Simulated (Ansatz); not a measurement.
## Run report: CH5Ga, nudged elastic band

CH5Ga, computed with RKS PBE0/def2-SVP (Ansatz 0.2.0).

It belongs to a series of runs on one base structure; here: band between the two ends. Figures and captions count atoms from 1; the log counts them from 0 in places.

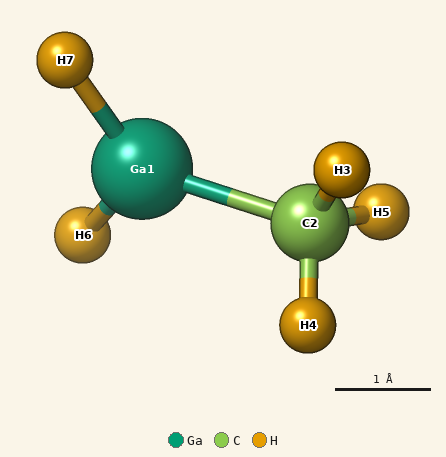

Fig. 1: The structure as given in the input (ball-and-stick view, seen at a tilt; atoms are numbered from 1 in the order of the input). Sticks mark near contacts.

**Input file**
```yaml
crystal:
  periodic: [false, false, false]
  atoms:
    - { symbol: Ga, position_ang: [0.565465, 0.041729, 0.000268] }
    - { symbol: C, position_ang: [1.093643, -0.039157, 1.893309] }
    - { symbol: H, position_ang: [0.243248, -0.198998, 2.570913] }
    - { symbol: H, position_ang: [1.822022, -0.852639, 2.044541] }
    - { symbol: H, position_ang: [1.603024, 0.894994, 2.181101] }
    - { symbol: H, position_ang: [1.666148, 0.273491, -1.10464] }
    - { symbol: H, position_ang: [-0.936149, -0.11942, -0.447792] }
basis:
  gaussian: { orbitals: def2-SVP }
hamiltonian:
  xc: pbe0
neb:
  order_check: false
  images: 5
  f_tol: 0.05
  max_iterations: 60
  final_atoms:
    - { symbol: Ga, position_ang: [-0.4099571, 0.48189714, -1.16977927] }
    - { symbol: C, position_ang: [1.59282204, -0.04838192, 1.67926557] }
    - { symbol: H, position_ang: [0.5298442, -0.29387159, 1.53156973] }
    - { symbol: H, position_ang: [2.04313952, -0.80470436, 2.33660083] }
    - { symbol: H, position_ang: [1.67879244, 0.94274247, 2.14525357] }
    - { symbol: H, position_ang: [2.12831956, -0.04445966, 0.71918435] }
    - { symbol: H, position_ang: [-1.50555965, -0.23322208, -0.10439478] }
  initial_path:
    images:
      - { positions_ang: [[0.565465, 0.041729, 0.000268], [1.093643, -0.039157, 1.893309], [0.243248, -0.198998, 2.570913], [1.822022, -0.852639, 2.044541], [1.603024, 0.894994, 2.181101], [1.666148, 0.273491, -1.10464], [-0.936149, -0.11942, -0.447792]] }
      - { positions_ang: [[0.38032827, 0.03572602, -0.00254622], [1.19829282, -0.03108158, 1.81703374], [0.29607547, -0.23964151, 2.3874111], [1.9364275, -0.81462372, 2.04007], [1.61699268, 0.9291036, 2.1384756], [1.70063173, 0.18406635, -0.67549697], [-1.07134748, -0.06354918, -0.56724725]] }
      - { positions_ang: [[0.19519154, 0.02972305, -0.00536043], [1.30294264, -0.02300615, 1.74075848], [0.34890295, -0.28028501, 2.2039092], [2.050833, -0.77660843, 2.035599], [1.63096136, 0.9632132, 2.0958502], [1.73511547, 0.09464171, -0.24635395], [-1.20654596, -0.00767835, -0.6867025]] }
      - { positions_ang: [[0.01005482, 0.02372007, -0.00817465], [1.40759246, -0.01493073, 1.66448322], [0.40173042, -0.32092852, 2.0204073], [2.16523851, -0.73859315, 2.031128], [1.64493004, 0.99732279, 2.0532248], [1.7695992, 0.00521706, 0.18278908], [-1.34174444, 0.04819247, -0.80615775]] }
      - { positions_ang: [[-0.12994916, 0.17644576, -0.39537619], [1.46933565, -0.02608113, 1.66941067], [0.44443501, -0.31190954, 1.85746144], [2.12453884, -0.76063022, 2.13295228], [1.6562175, 0.97912935, 2.08390106], [1.88917266, -0.01134185, 0.3615875], [-1.39634951, -0.04561238, -0.57223676]] }
      - { positions_ang: [[-0.26995313, 0.32917145, -0.78257773], [1.53107885, -0.03723153, 1.67433812], [0.4871396, -0.30289057, 1.69451558], [2.08383918, -0.78266729, 2.23477655], [1.66750497, 0.96093591, 2.11457732], [2.00874611, -0.02790076, 0.54038593], [-1.45095458, -0.13941723, -0.33831577]] }
      - { positions_ang: [[-0.4099571, 0.48189714, -1.16977927], [1.59282204, -0.04838192, 1.67926557], [0.5298442, -0.29387159, 1.53156973], [2.04313952, -0.80470436, 2.33660083], [1.67879244, 0.94274247, 2.14525357], [2.12831956, -0.04445966, 0.71918435], [-1.50555965, -0.23322208, -0.10439478]] }
```

Launched with:
```bash
ansatz run input.yaml --threads 1 --pin off --max-ram 2048MiB --backend cpu --events-out ev --progress --plain --runs-dir out
```

**Log**
```
Engine: ansatz 0.2.0, x86_64-unknown-linux-gnu
Functional definition: PBE0
  parameter a = 0.25
  parameter kappa = 0.804
  parameter beta = 0.06672455060314922
  exchange = (1 - a)*pbe_x(kappa = kappa, mu = beta*pi^2/3) + a*exact_x
  correlation = pbe_c(beta = beta)
778 factors; integrals over basis functions are off by at most 3.4e-4 eV
mean field evaluation 1: about -53475.3553 eV, gradient 4.6e1 eV
mean field evaluation 2: about -53472.6827 eV, gradient 5.5e1 eV
mean field evaluation 4: about -53480.1616 eV, gradient 9.3e-1 eV
mean field evaluation 8: about -53480.1666 eV, gradient 7.9e-3 eV
mean field -53480.16664180 eV, -1965.3598739271 hartree, gradient 6.3e-5 eV, S^2 0.000000; 0 other end points of the search recorded, 0 dependent functions left out
the calculation of the forces begins
reference -53480.16666902 eV, -1965.3598749275 hartree; 21, 21 occupied and 50, 50 virtual orbitals, 778 factors
777 factors; integrals over basis functions are off by at most 1.1e-3 eV
mean field evaluation 16: about -53479.6611 eV, gradient 9.3e-1 eV
mean field -53479.64339091 eV, -1965.3406448118 hartree, gradient 4.1e-5 eV, S^2 0.000000; 0 other end points of the search recorded, 0 dependent functions left out
[... from here on the field's lines of each further geometry are left out, up to the last ...]
NEB iter   1: max|band force component| = 8.212e0 eV/Å  barrier→ = 5.3331 eV  barrier← = 4.8098 eV  Δτ_max = 0.2000 Å  (218 SCF iters)
NEB iter   2: max|band force component| = 3.850e0 eV/Å  barrier→ = 3.9052 eV  barrier← = 3.3819 eV  Δτ_max = 0.1928 Å  (151 SCF iters)
NEB iter   3: max|band force component| = 1.314e0 eV/Å  barrier→ = 3.1739 eV  barrier← = 2.6506 eV  Δτ_max = 0.2000 Å  (143 SCF iters)
NEB iter   4: max|band force component| = 7.662e-1 eV/Å  barrier→ = 2.9939 eV  barrier← = 2.4707 eV  Δτ_max = 0.2000 Å  (137 SCF iters)
NEB iter   5: max|band force component| = 5.070e-1 eV/Å  barrier→ = 2.7782 eV  barrier← = 2.2549 eV  Δτ_max = 0.1579 Å  (135 SCF iters)
NEB iter   6: max|band force component| = 1.259e0 eV/Å  barrier→ = 2.6556 eV  barrier← = 2.1323 eV  CI = image 3  Δτ_max = 0.1974 Å  (134 SCF iters)
NEB iter   7: max|band force component| = 6.962e-1 eV/Å  barrier→ = 2.7903 eV  barrier← = 2.2671 eV  CI = image 3  Δτ_max = 0.1095 Å  (137 SCF iters)
NEB iter   8: max|band force component| = 1.690e-1 eV/Å  barrier→ = 2.8088 eV  barrier← = 2.2856 eV  CI = image 3  Δτ_max = 0.0882 Å  (138 SCF iters)
NEB iter   9: max|band force component| = 1.883e-1 eV/Å  barrier→ = 2.7943 eV  barrier← = 2.2710 eV  CI = image 3  Δτ_max = 0.0440 Å  (121 SCF iters)
NEB iter  10: max|band force component| = 9.301e-2 eV/Å  barrier→ = 2.7882 eV  barrier← = 2.2650 eV  CI = image 3  Δτ_max = 0.0881 Å  (122 SCF iters)
NEB iter  11: max|band force component| = 1.135e-1 eV/Å  barrier→ = 2.7797 eV  barrier← = 2.2565 eV  CI = image 3  Δτ_max = 0.0440 Å  (126 SCF iters)
NEB iter  12: max|band force component| = 1.064e-1 eV/Å  barrier→ = 2.7771 eV  barrier← = 2.2538 eV  CI = image 3  Δτ_max = 0.0441 Å  (121 SCF iters)
NEB iter  13: max|band force component| = 1.239e-1 eV/Å  barrier→ = 2.7750 eV  barrier← = 2.2518 eV  CI = image 3  Δτ_max = 0.0440 Å  (121 SCF iters)
NEB iter  14: max|band force component| = 1.016e-1 eV/Å  barrier→ = 2.7740 eV  barrier← = 2.2507 eV  CI = image 3  Δτ_max = 0.0771 Å  (117 SCF iters)
NEB iter  15: max|band force component| = 7.562e-2 eV/Å  barrier→ = 2.7736 eV  barrier← = 2.2503 eV  CI = image 3  Δτ_max = 0.0173 Å  (123 SCF iters)
NEB iter  16: max|band force component| = 7.145e-2 eV/Å  barrier→ = 2.7734 eV  barrier← = 2.2502 eV  CI = image 3  Δτ_max = 0.0073 Å  (110 SCF iters)
the calculation of the forces begins
reference -53479.63619665 eV, -1965.3403804276 hartree; 21, 21 occupied and 50, 50 virtual orbitals, 779 factors
778 factors; integrals over basis functions are off by at most 7.4e-4 eV
mean field -53477.39323167 eV, -1965.2579529850 hartree, gradient 2.7e-5 eV, S^2 0.000000; 1 other end points of the search recorded, 0 dependent functions left out
the calculation of the forces begins
reference -53477.39325681 eV, -1965.2579539086 hartree; 21, 21 occupied and 50, 50 virtual orbitals, 778 factors
NEB iter  17: max|band force component| = 3.156e-2 eV/Å  barrier→ = 2.7734 eV  barrier← = 2.2502 eV  CI = image 3  Δτ_max = 0.0000 Å  (223 SCF iters)
```

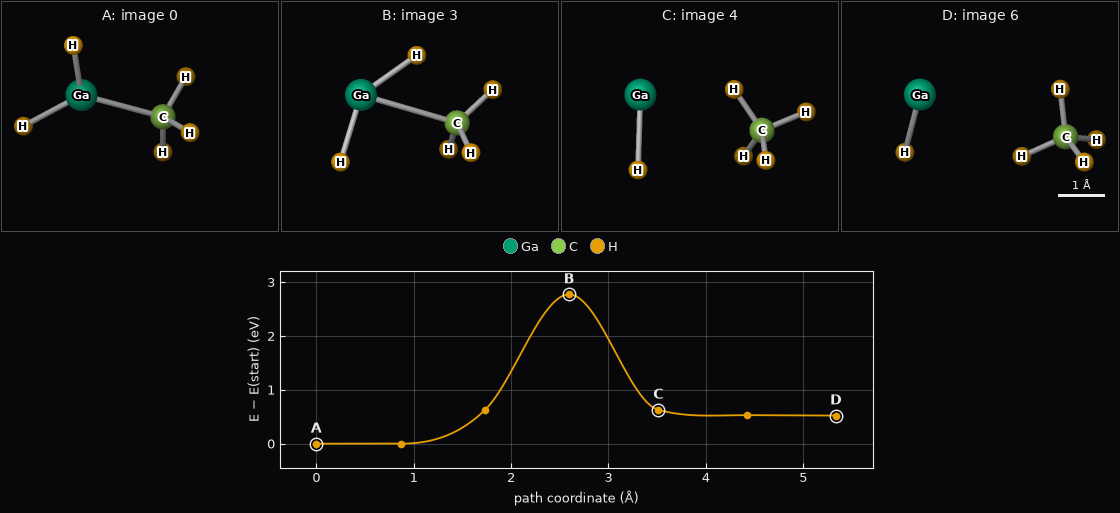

Fig. 2: Images of the last band (counted from 0; ball-and-stick, seen at a tilt) above the energy along the path; the line is a cubic interpolation that uses the forces. The highest image is number 3, 2.773 eV above the start and 2.250 eV above the end (the climbing image); the end lies 0.523 eV above the start. The path is 5.34 Å long. The band converged in 17 iterations.

```
Total energy: -53477.39325681 eV, -1965.2579539086 hartree
Atom 0 at     0.397189    -0.061518    -0.515193 Å, force    -0.001593     0.002229    -0.003364 eV/Å
Atom 1 at     1.178256    -0.017816     1.653250 Å, force     0.005266     0.003431    -0.003093 eV/Å
Atom 2 at     0.446405    -0.653006     2.176663 Å, force     0.000207    -0.001090     0.002284 eV/Å
Atom 3 at     2.196335    -0.339479     1.913097 Å, force    -0.001510    -0.003784     0.000084 eV/Å
Atom 4 at     1.044487     1.039153     1.932323 Å, force    -0.001903     0.000005    -0.001430 eV/Å
Atom 5 at     1.780185    -0.473967     0.050482 Å, force    -0.002866     0.001470     0.004989 eV/Å
Atom 6 at    -0.985456     0.506633    -0.072921 Å, force     0.002400    -0.002260     0.000530 eV/Å
Dipole moment:    -0.023236     0.025577     0.114400 e Å
this run last wrote the band of iteration 17 to [file]
```

**The last band as extended XYZ (Å, eV, eV/Å)**
```
7
Properties=species:S:1:pos:R:3:forces:R:3 image=0 energy=-53480.16664
Ga    0.5655    0.0417    0.0003    0.0049   0.0022  -0.0077
C     1.0936   -0.0392    1.8933   -0.0173  -0.0036  -0.0040
H     0.2432   -0.1990    2.5709    0.0004   0.0000   0.0029
H     1.8220   -0.8526    2.0445    0.0083  -0.0062   0.0024
H     1.6030    0.8950    2.1811    0.0071   0.0089   0.0040
H     1.6661    0.2735   -1.1046    0.0022  -0.0001   0.0002
H    -0.9361   -0.1194   -0.4478   -0.0057  -0.0013   0.0023
7
Properties=species:S:1:pos:R:3:forces:R:3 image=1 energy=-53480.16671
Ga    0.5865    0.0086   -0.0071   -0.0013   0.0001   0.0005
C     1.1081   -0.0368    1.8893    0.0003   0.0014  -0.0015
H     0.3311   -0.5043    2.5131   -0.0001  -0.0004   0.0001
H     2.0644   -0.5547    2.0520   -0.0002  -0.0005  -0.0001
H     1.2260    1.0009    2.2477   -0.0002  -0.0003  -0.0002
H     1.6585   -0.1727   -1.1480    0.0003   0.0000   0.0006
H    -0.9171    0.2591   -0.4091    0.0012  -0.0002   0.0006
7
Properties=species:S:1:pos:R:3:forces:R:3 image=2 energy=-53479.54094
Ga    0.4958   -0.0055   -0.0938    0.2563   0.0432   1.0664
C     1.1019    0.0088    1.7673   -0.1928   0.0798   0.2588
H     0.4485   -0.6704    2.3304   -0.0575   0.0908   0.4398
H     2.1487   -0.3173    1.8756   -0.1479   0.0494  -0.0541
H     0.9950    1.0343    2.1429   -0.0655   0.0588   0.4539
H     1.8465   -0.5101   -0.6034    0.1398  -0.2320  -1.5876
H    -0.9790    0.4603   -0.2814    0.0676  -0.0900  -0.5771
7
Properties=species:S:1:pos:R:3:forces:R:3 image=3 energy=-53477.39323
Ga    0.3972   -0.0615   -0.5152   -0.0016   0.0022  -0.0034
C     1.1783   -0.0178    1.6533    0.0053   0.0034  -0.0031
H     0.4464   -0.6530    2.1767    0.0002  -0.0011   0.0023
H     2.1963   -0.3395    1.9131   -0.0015  -0.0038   0.0001
H     1.0445    1.0392    1.9323   -0.0019   0.0000  -0.0014
H     1.7802   -0.4740    0.0505   -0.0029   0.0015   0.0050
H    -0.9855    0.5066   -0.0729    0.0024  -0.0023   0.0005
7
Properties=species:S:1:pos:R:3:forces:R:3 image=4 energy=-53479.53682
Ga    0.1434    0.0230   -1.0234   -0.1861   0.0204  -0.3914
C     1.3772   -0.1052    1.6309    0.1453  -0.0495  -0.0094
H     0.5643   -0.7474    1.9978    0.0709  -0.0264  -0.1170
H     2.3142   -0.3538    2.1397    0.0784  -0.0081   0.1937
H     1.1110    0.9442    1.8195    0.0648  -0.0439  -0.1230
H     1.6017   -0.2934    0.5506   -0.1374   0.0915   0.4040
H    -1.0545    0.5326    0.0225   -0.0359   0.0159   0.0431
7
Properties=species:S:1:pos:R:3:forces:R:3 image=5 energy=-53479.63617
Ga   -0.2474    0.2643   -1.2954   -0.0033   0.0003  -0.0030
C     1.5435   -0.1017    1.7065    0.0025   0.0001  -0.0002
H     0.6037   -0.6582    1.8202   -0.0001   0.0009  -0.0008
H     2.3272   -0.5737    2.3137   -0.0004  -0.0017   0.0028
H     1.3944    0.9344    2.0381    0.0024   0.0003   0.0014
H     1.8662   -0.1082    0.6539    0.0024   0.0010   0.0017
H    -1.4302    0.2431   -0.0993   -0.0035  -0.0009  -0.0019
7
Properties=species:S:1:pos:R:3:forces:R:3 image=6 energy=-53479.64339
Ga   -0.4100    0.4819   -1.1698   -0.0157  -0.0077   0.0143
C     1.5928   -0.0484    1.6793    0.0037   0.0064   0.0059
H     0.5298   -0.2939    1.5316    0.0176  -0.0001  -0.0006
H     2.0431   -0.8047    2.3366   -0.0121   0.0121  -0.0032
H     1.6788    0.9427    2.1453    0.0003  -0.0165  -0.0027
H     2.1283   -0.0445    0.7192   -0.0094  -0.0021   0.0007
H    -1.5056   -0.2332   -0.1044    0.0157   0.0080  -0.0144
```

**Results in brief**

```tsv
quantity	value
outcome	converged
barrier, forward	2.773 eV
barrier, backward	2.250 eV
hardware	1 thread of Intel Xeon (Granite Rapids), 32 GiB of memory available, shared host
wall time	1.8 min
peak memory	0.15 GiB
```

**Remarks**

The order of the saddle point was not checked.
